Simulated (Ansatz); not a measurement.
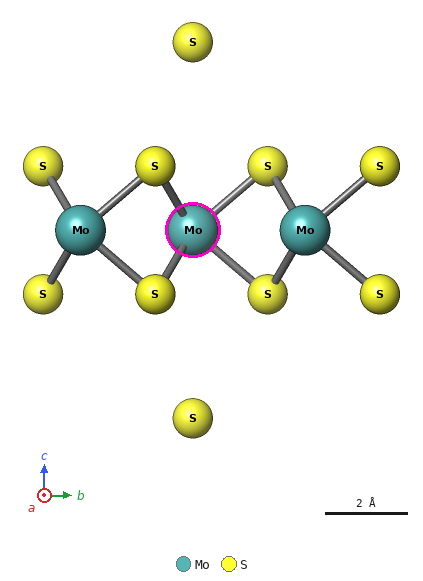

Perfect MoS₂. Style: ball-and-stick. Shown: the atoms within 5.1 Å of one point, in a slice 4.2 Å thick across the line of sight, along the a axis.

Level of theory: DFT, PBE, plane-wave PAW, default files, scalar-relativistic (Ansatz 0.2.0). Set-up: plane-wave cutoff 420 eV; k-point mesh 3 × 4 × 2; occupations fermi dirac; smearing width 0.01 eV; no spin polarisation. The axes drawn are those of the host's conventional cell.

A molybdenum atom is replaced by silicon at the ringed place, in charge state 0. The supercell has 36 sites, and the atoms are relaxed at the host's cell.

How do the neighbours respond?

In the host the Mo atom has 6 S at 2.41 Å; the Si atom ends with 6 S at 2.33 to 2.34 Å. Of the host's atoms, a sulfur atom moves furthest from its site, by 0.10 Å. Relaxing the atoms from the host's sites lowers the energy by 0.32 eV.

The relaxed defect, seen from the same direction:

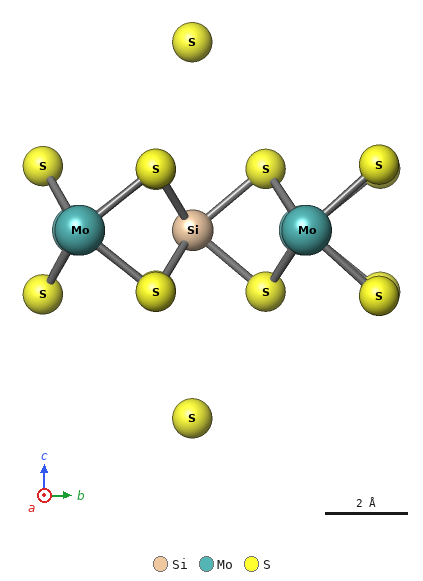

Limits of the set-up: the periodic images lie only 6.3 Å apart, so the values are limited by the cell's size.
